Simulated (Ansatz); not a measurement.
**BN (boron nitride) at U-r2SCAN/3-21G**

What is the energy change on altering one bond length of BN (boron nitride) at U-r2SCAN/3-21G? 

The results are computed with Ansatz 0.2.0.

66 further runs of the same task are left out: 66 set aside as unsound or not needed.

## (1) The system as given

BN has 2 atoms, charge 0, and is taken as a triplet. SMILES: `B#N`. Geometry: relaxed at GFN2-xTB.

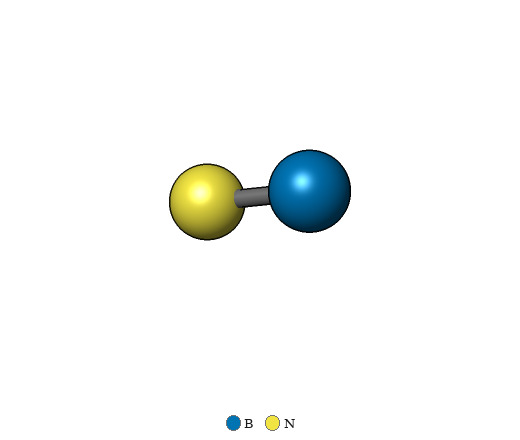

Viewed from a chosen angle; boron blue, nitrogen yellow.

## (2) The energy at U-r2SCAN/3-21G

in.yaml reads:

```yaml
crystal:
  periodic: [false, false, false]
  atoms:
    - {symbol: B, position_ang: [0.000000, 0.000000, 0.000000]}
    - {symbol: N, position_ang: [0.000000, 0.000000, 1.268430]}
basis:
  gaussian:
    orbitals: 3-21G.json
magnetization:
  spin_polarized: true
  initial_magnetization: 2
hamiltonian:
  xc: r2scan
accuracy: high
```

The basis set 3-21G is read from a file made from the Basis Set Exchange's data (not shown).

Command:

```
$ ansatz run in.yaml --threads 1 --pin off --max-ram 2610MiB --events-out events.jsonl --progress --plain --runs-dir runs
```

What it wrote:

```text
Warning: RAYON_NUM_THREADS=1 ignored (pool sized by the plan → 1); use --threads N
Functional definition: r2SCAN
  name "r2SCAN"
  parameter k0 = 0.174
  parameter k1 = 0.065
  parameter a1 = 4.9479
  exchange = r2scan_x(k0 = k0, k1 = k1, a1 = a1)
  correlation = r2scan_c
392 factors; integrals over basis functions are off by at most 3.0e-9 eV
mean field evaluation 1: about -2144.9053 eV, gradient 2.4e1 eV
mean field evaluation 2: about -2117.7204 eV, gradient 6.9e1 eV
mean field evaluation 4: about -2147.4588 eV, gradient 7.7e-1 eV
mean field evaluation 8: about -2147.4640 eV, gradient 1.8e-2 eV
mean field evaluation 16: about -2147.4640 eV, gradient 1.0e-6 eV
mean field evaluation 32: about -2147.4637 eV, gradient 9.9e-2 eV
mean field -2147.46401368 eV, -78.9178468992 hartree, gradient 2.0e-8 eV, S^2 2.003366; 5 other end points of the search recorded, 0 dependent functions left out
reference -2147.46401451 eV, -78.9178469297 hartree; 7, 5 occupied and 11, 13 virtual orbitals, 392 factors
Total energy: -2147.46401451 eV, -78.9178469297 hartree
```

It took 1.3 s on 1 thread of AMD EPYC 9R45 (Zen 5), shared host; peak memory 0.15 GiB.

## (3) The distorted shape at the same level

molecule.yaml reads:

```yaml
crystal:
  periodic: [false, false, false]
  atoms:
    - {symbol: B, position_ang: [0.000000, 0.000000, -0.317070]}
    - {symbol: "N", position_ang: [0.000000, 0.000000, 1.268430]}
basis:
  gaussian: {orbitals: 3-21G.json}
magnetization: {spin_polarized: true, initial_magnetization: 2}
hamiltonian: {xc: r2scan}
accuracy: high
```

The basis set 3-21G is read from a file made from the Basis Set Exchange's data (not shown).

Command:

```
$ ansatz run molecule.yaml --threads 1 --pin off --max-ram 2610MiB --events-out events.jsonl --progress --plain --runs-dir runs
```

What it wrote:

```text
Warning: RAYON_NUM_THREADS=1 ignored (pool sized by the plan → 1); use --threads N
Functional definition: r2SCAN
  name "r2SCAN"
  parameter k0 = 0.174
  parameter k1 = 0.065
  parameter a1 = 4.9479
  exchange = r2scan_x(k0 = k0, k1 = k1, a1 = a1)
  correlation = r2scan_c
393 factors; integrals over basis functions are off by at most 3.5e-9 eV
mean field evaluation 1: about -2144.2341 eV, gradient 2.2e1 eV
mean field evaluation 2: about -2095.6533 eV, gradient 8.1e1 eV
mean field evaluation 4: about -2146.8836 eV, gradient 6.5e-1 eV
mean field evaluation 8: about -2146.8896 eV, gradient 3.5e-2 eV
mean field evaluation 16: about -2146.8897 eV, gradient 4.2e-5 eV
mean field evaluation 32: about -2146.1739 eV, gradient 6.7e-4 eV
mean field evaluation 64: about -2146.5482 eV, gradient 2.0e0 eV
mean field -2146.88970802 eV, -78.8967415557 hartree, gradient 7.9e-8 eV, S^2 2.009039; 8 other end points of the search recorded, 0 dependent functions left out
reference -2146.88970882 eV, -78.8967415852 hartree; 7, 5 occupied and 11, 13 virtual orbitals, 393 factors
Total energy: -2146.88970882 eV, -78.8967415852 hartree
```

Run time: 1.4 s. Hardware: 1 thread of AMD EPYC 9R45 (Zen 5), shared host; peak memory 0.15 GiB.

## (4) Results

Level: U-r2SCAN/3-21G.

```
                                                         quantity         value
                                        first shape: total energy  -78.91785 Eh
                                                first shape: ⟨S²⟩         2.003
                                    distorted shape: total energy  -78.89674 Eh
                                            distorted shape: ⟨S²⟩         2.009
energy change with the B1–N2 bond stretched from 1.268 to 1.585 Å      0.574 eV
```

What this shows: With the B1–N2 bond stretched from 1.268 to 1.585 Å the energy rises by 0.57 eV (13.2 kcal/mol). The first shape isn't relaxed at this level, so the change isn't measured from a minimum.
